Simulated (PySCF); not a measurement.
**C8H8, SMILES `C1=CC=CC=CC=C1`: what the electrons do**

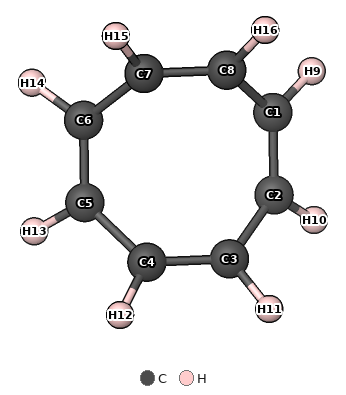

The molecule, with its atoms numbered as below. No frequency check shows the geometry to be a minimum.

Geometry (Å), atoms numbered from 1:

```
C1       1.5915    0.4676   -0.4132
C2       1.4250   -0.8492   -0.4126
C3       0.4673   -1.5918    0.4121
C4      -0.8494   -1.4245    0.4135
C5      -1.5915   -0.4670   -0.4124
C6      -1.4251    0.8486   -0.4130
C7      -0.4678    1.5919    0.4122
C8       0.8500    1.4246    0.4138
H9       2.3800    0.9066   -1.0150
H10      2.0792   -1.4712   -1.0139
H11      0.9067   -2.3809    1.0126
H12     -1.4709   -2.0789    1.0151
H13     -2.3803   -0.9056   -1.0140
H14     -2.0799    1.4693   -1.0150
H15     -0.9068    2.3809    1.0132
H16      1.4719    2.0786    1.0154
```

## 1. Bonding charge

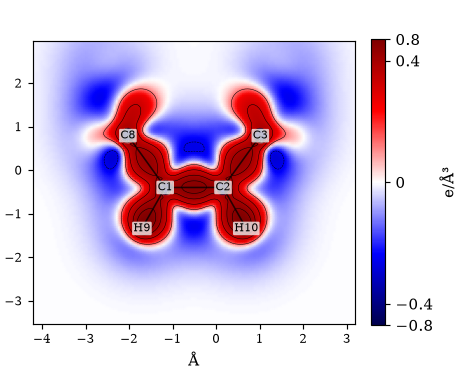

Deformation density (molecule less spherical, spin-averaged free atoms) in the plane of C1, C2, C3, C8, H9 and H10; colour scale in e/Å³, logarithmic beyond ±0.1; red: gain, blue: loss.

Method: PBE0/def2-SVPD; geometry: GFN2-xTB; program: PySCF.

> How much density has each bond in this plane gained at its critical point, relative to the free atoms?

C2–H10 and C1–H9: +0.71 e/Å³ at the bond critical point (bond length 1.08 Å). C1–C2: +0.70 e/Å³ at the bond critical point (bond length 1.33 Å). C2–C3 and C1–C8: +0.52 e/Å³ at the bond critical point (bond length 1.47 Å). In all, 3.7 electrons gather in the regions of gain relative to the promolecule.

> Where do the Hirshfeld charges lie?

The highest Hirshfeld charge is on H9, H10, H11, H12, H13, H14, H15 and H16 (+0.04 e), the lowest on C1, C2, C3, C4, C5, C6, C7 and C8 (−0.04 e).

## 2. Bond critical points

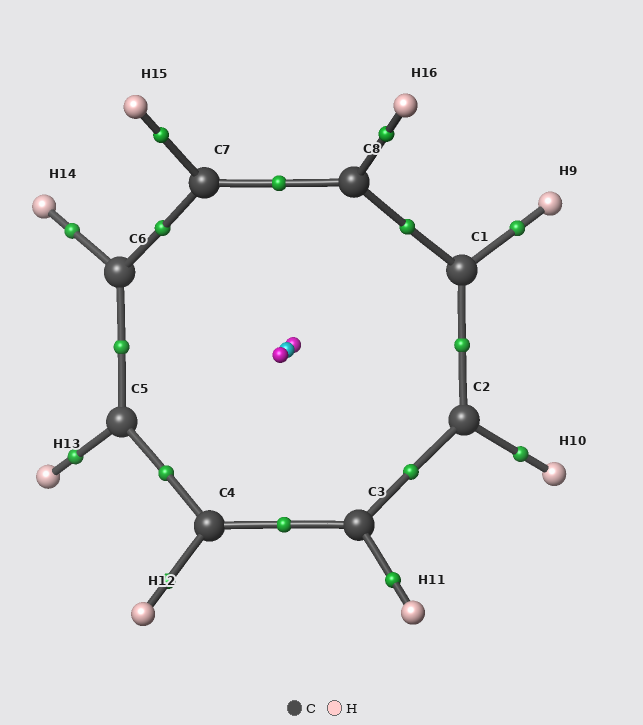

Molecular graph of the electron density (QTAIM): bond paths, bond critical points (green), ring points (magenta, if any) and cage points (cyan); weak paths are dashed.

> How many critical points of each kind are there, and does the count close?

16 nuclei, 16 bond, 2 ring and 1 cage critical points: 16 − 16 + 2 − 1 = 1, as the Poincaré–Hopf relation requires.

> Tabulate density, Laplacian, ellipticity and energy density at the bond critical points (atomic units).

```
            bond  length (Å)  ρ (a.u.)  ∇²ρ (a.u.)     ε  H (a.u.)
 C5–C6 (4 alike)       1.326     0.342       −0.91  0.38    −0.366
C2–H10 (8 alike)       1.085     0.281       −1.05  0.01    −0.304
 C2–C3 (4 alike)       1.466     0.271       −0.67  0.05    −0.232
```

> What kind of interaction is C2–H10?

Shared-shell (covalent): ρ = 0.281, ∇²ρ = −1.05, H = −0.304 a.u.

## 3. Electrostatic potential

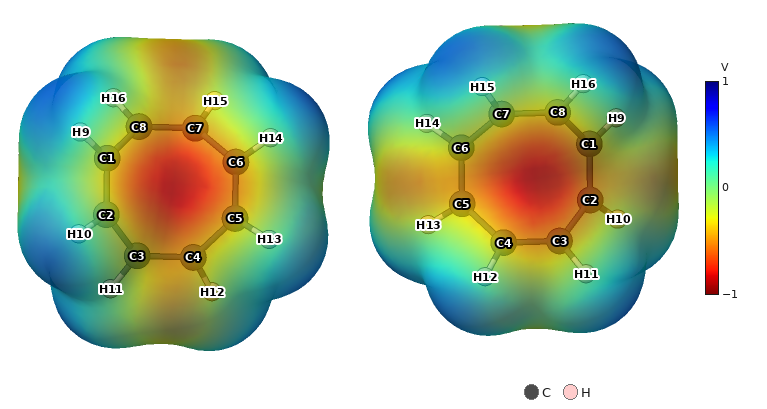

Electrostatic potential on the surface of electron density 0.001 a.u. (back view left, front view right).

> Where are the extremes of the potential on the surface?

Highest: 0.55 V, 1.3 Å from H16, and at like points elsewhere. Lowest: −0.92 V, off the C7–C8 bond (2.4 Å from its atoms), and at like points elsewhere. Further minima include −0.53 V, off the C7–C8 bond (2.2 Å from its atoms), and at like points elsewhere. The surface is sampled at points, so like sites can differ by a few per cent and only the strongest of them is named.

> What volume does the surface enclose, and what is the dipole moment?

About 154 Å³; the dipole moment is 0.0 D.

## 4. Excited states

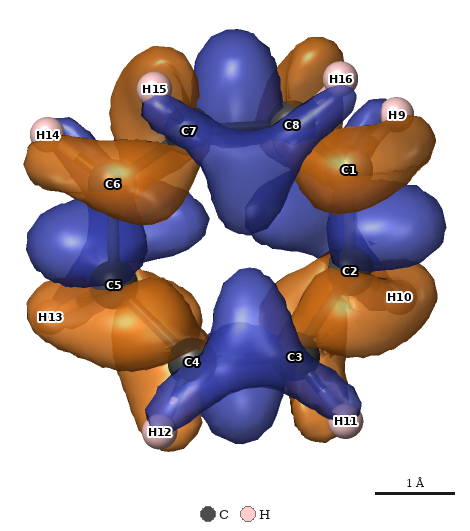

Unrelaxed difference density of S₁ less the ground state (TDA singlet states), ±0.01 e/Å³; orange: gain, blue: loss.

Level of theory: B3LYP/def2-SVP (PySCF), at a geometry from GFN2-xTB. Without diffuse functions Rydberg states are missing, so the states' numbers hold for this basis only.

> How does the charge move on excitation?

0.45 e is displaced in all, mostly between regions of the same atoms. The state: 4.02 eV (309 nm), f = 0.000 (dark); the leading pair carries 98 %; hole on C1, C2, C3, C4, C5, C6, C7 and C8 (11 % each), electron on C1, C2, C3, C4, C5, C6, C7 and C8 (11 % each); their centroids lie 0.0 Å apart.

## 5. Magnetic shielding

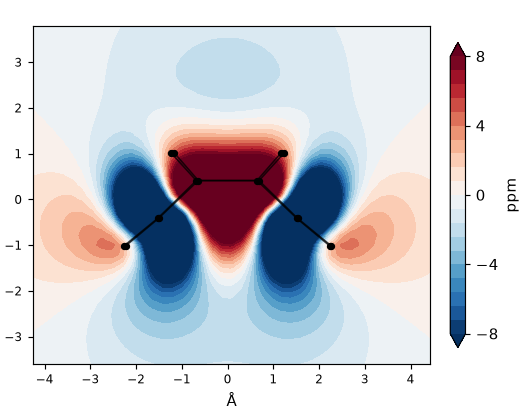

NICSzz (the component normal to the ring) in a plane perpendicular to the 8-membered ring C1/C2/C3/C4/C5/C6/C7/C8; GIAO shieldings; atoms are projected onto the map; negative values mean shielding.

PySCF calculation, B3LYP/6-31G*, gas phase; geometry: GFN2-xTB.

> What does the map say about the ring?

It is neither clearly diatropic nor paratropic (non-aromatic): NICS(0) = +2.7, NICS(1) = −0.7, NICS(1)zz = +7.6 ppm.
